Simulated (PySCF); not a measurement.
# [SiH5]− (SMILES [H][Si-]([H])([H])([H])[H]): levels of theory compared

Wanted: a comparison of 6 runs (M06-2X/STO-3G, SVWN5/STO-3G, r2SCAN/STO-3G, MP2/STO-3G, CISD/STO-3G, CCSD(T)/STO-3G) of [SiH5]−. The job is set up through a Python script.

Program for the calculation: PySCF 2.14.0.

4 further runs of the same task are left out: 4 set aside as unsound or not needed.

## Step 1: The system as given

[SiH5]− has 6 atoms, charge -1, and is taken as a singlet. SMILES: `[H][Si-]([H])([H])([H])[H]`. The Si1–H4 distance was set to 2.684 Å, away from the relaxed value. At this shape a bond of the SMILES string is far longer than usual.

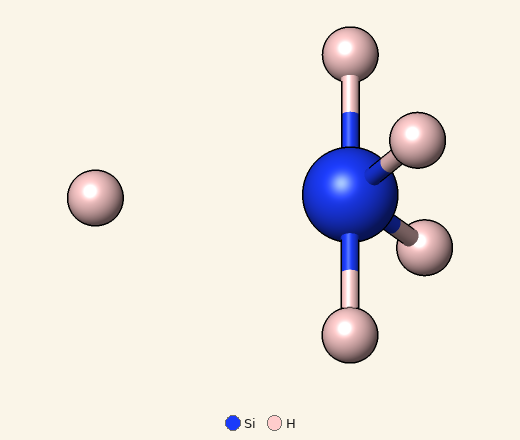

Viewed from a chosen angle; silicon blue, hydrogen pink.

## Step 2: A single-point energy at M06-2X/STO-3G (run 1)

Input file run.py:

```python
from pyscf import gto, dft

system = gto.Mole()
system.atom = [
    ('Si', (-1.192899, -0.009066, -0.012714)),
    ('H', (-1.212549, -0.017086, 1.625726)),
    ('H', (-1.170869, -0.001436, -1.656624)),
    ('H', (1.490630, 0.011850, 0.019200)),
    ('H', (-1.950209, 1.275804, -0.016804)),
    ('H', (-1.927389, -1.306546, -0.029704)),
]
system.max_memory = 1860
system.verbose = 3
system.charge = -1
system.basis = 'sto-3g'
system.build()

myscf = dft.RKS(system)
myscf.xc = 'm06-2x'
myscf.grids.level = 5
myscf.conv_tol = 1e-10
myscf.kernel()
if not myscf.converged:
    myscf = myscf.newton().run(myscf.mo_coeff, myscf.mo_occ)

energy = myscf.e_tot
print('E = %.10f Eh' % energy)
```

Command:

```console
$ OMP_NUM_THREADS=1 python run.py
```

Output:

```text
converged SCF energy = -288.731882477894
E = -288.7318824779 Eh
```

Run time: 2.7 s. Hardware: 1 thread of Arm Neoverse V1, shared host; peak memory 0.18 GiB.

## Step 3: A single-point energy at SVWN5/STO-3G (run 2)

Input file input.py:

```python
from pyscf import gto, dft

system = gto.M(
    atom='''
Si    -1.192899    -0.009066    -0.012714
H     -1.212549    -0.017086     1.625726
H     -1.170869    -0.001436    -1.656624
H      1.490630     0.011850     0.019200
H     -1.950209     1.275804    -0.016804
H     -1.927389    -1.306546    -0.029704
''',
    charge=-1,
    verbose=3,
    max_memory=1860,
    basis='sto-3g',
)

myscf = dft.RKS(system)
myscf.xc = 'svwn'
myscf.conv_tol = 1e-10
myscf.grids.level = 5
myscf.kernel()
if not myscf.converged:
    myscf = myscf.newton().run(myscf.mo_coeff, myscf.mo_occ)

energy = myscf.e_tot
print(f'total energy: {energy:.8f} hartree')
```

Command:

```console
$ OMP_NUM_THREADS=1 python input.py
```

Output:

```text
converged SCF energy = -287.486090612853
total energy: -287.48609061 hartree
```

It took 2.4 s on 1 thread of Arm Neoverse V1, shared host; peak memory 0.14 GiB.

Runs 3 to 4 aren't shown in full; the table further down has their settings and results.

## Step 4: The energy at CISD/STO-3G (run 5)

Input file calc.py:

```python
from pyscf import gto, ci

molecule = gto.Mole()
molecule.atom = '''
Si    -2.254252    -0.017132    -0.024026
H     -2.291386    -0.032288     3.072177
H     -2.212622    -0.002714    -3.130566
H      2.816882     0.022393     0.036283
H     -3.685361     2.410920    -0.031755
H     -3.642237    -2.469014    -0.056132
'''
molecule.max_memory = 1860
molecule.spin = 0
molecule.verbose = 4
molecule.charge = -1
molecule.unit = 'bohr'
molecule.basis = 'sto-3g'
molecule.build()

mf = molecule.RHF()
mf.conv_tol = 1e-10
mf.kernel()
if not mf.converged:
    mf = mf.newton().run(mf.mo_coeff, mf.mo_occ)

cisd = ci.CISD(mf, frozen=5)
cisd.kernel()
e_final = cisd.e_tot
print('E(%s) = %.9f' % ('CISD', e_final))
```

Command:

```console
$ OMP_NUM_THREADS=1 python calc.py
```

Output:

```text
PySCF version 2.14.0

[... 56 lines left out ...]
converged SCF energy = -288.027419905165
[... 1 line left out ...]
******** <class 'pyscf.ci.cisd.RCISD'> ********
CISD nocc = 5, nmo = 9
frozen orbitals 5
max_cycle = 50
direct = 0
conv_tol = 1e-09
max_cycle = 50
max_space = 12
lindep = 0
nroots = 1
Init t2, MP2 energy = -0.07937655786139
RCISD converged
E(RCISD) = -288.1395457351097  E_corr = -0.1121258299447856
E(CISD) = -288.139545735
```

Wall time 0.81 s (1 thread of Arm Neoverse V1, shared host); peak memory 0.12 GiB.

## Step 5: The energy at CCSD(T)/STO-3G (run 6)

Input file input.py:

```python
from pyscf import gto, scf, cc

mol = gto.M(
    atom='''
Si      -1.192899      -0.009066      -0.012714
H       -1.212549      -0.017086       1.625726
H       -1.170869      -0.001436      -1.656624
H        1.490630       0.011850       0.019200
H       -1.950209       1.275804      -0.016804
H       -1.927389      -1.306546      -0.029704
''',
    charge=-1,
    verbose=3,
    basis='sto-3g',
    max_memory=1860,
)

mf = scf.RHF(mol)
mf.conv_tol = 1e-10
mf.kernel()
if not mf.converged:
    mf = mf.newton().run(mf.mo_coeff, mf.mo_occ)

mycc = cc.CCSD(mf, frozen=5)
mycc.kernel()
e_t = mycc.ccsd_t()
etot = mycc.e_tot + e_t
print('E(%s) = %.9f' % ('CCSD(T)', etot))
```

Command:

```console
$ OMP_NUM_THREADS=1 python input.py
```

Output:

```text
converged SCF energy = -288.027419910751
E(CCSD) = -288.1490552884397  E_corr = -0.1216353776890983
CCSD(T) correction = -0.00291595338211429
E(CCSD(T)) = -288.151971242
```

Run time: 0.74 s. Hardware: 1 thread of Arm Neoverse V1, shared host; peak memory 0.1 GiB.

## Step 6: Overview of the runs

```tsv
run	level	integration grid	frozen core orbitals	energy (Eh)	HOMO energy (eV)	LUMO energy (eV)	HOMO–LUMO gap (eV)	wall time
1	M06-2X/STO-3G	5	–	-288.731882	4.16	9.98	5.82	2.7 s
2	SVWN5/STO-3G	5	–	-287.486091	6.40	8.84	2.44	2.4 s
3	r2SCAN/STO-3G	5	–	-288.732561	5.80	8.45	2.65	4.5 s
4	MP2/STO-3G	–	5	-288.106796	3.14	12.39	9.25	0.79 s
5	CISD/STO-3G	–	5	-288.139546	3.14	12.39	9.25	0.81 s
6	CCSD(T)/STO-3G	–	5	-288.151971	3.14	12.39	9.25	0.74 s
```

## Step 7: Summary of results

| quantity | value |
| --- | --- |
| run 6: total energy | -288.15197 Eh |
| run 6: HOMO energy (Hartree–Fock orbitals) | 3.14 eV |
| run 6: LUMO energy (Hartree–Fock orbitals) | 12.39 eV |
| run 6: HOMO–LUMO gap (to an unbound level, set by the basis) | 9.25 eV |
| run 6: correlation energy (5 core orbitals frozen) | -124.6 mEh |
| run 6: (T) correction | -2.92 mEh |
| run 6: T1 diagnostic | 0.055 |

Over runs 1, 2, 3 the HOMO–LUMO gap runs from 2.44 eV (SVWN5/STO-3G) to 5.82 eV (M06-2X/STO-3G). The empty levels of an anion lie above zero and hang on the basis. Totals of different functionals can't be ranked against each other. In runs 1, 2, 3, 4, 5, 6 the HOMO lies above zero, so the outermost electron may be held by the basis alone. In run 6 the T1 diagnostic is large, so a single reference may not serve. In runs 1, 2, 3, 4, 5, 6 the basis is minimal, so the values are rough. All runs together took 12 s, the longest 4.5 s.
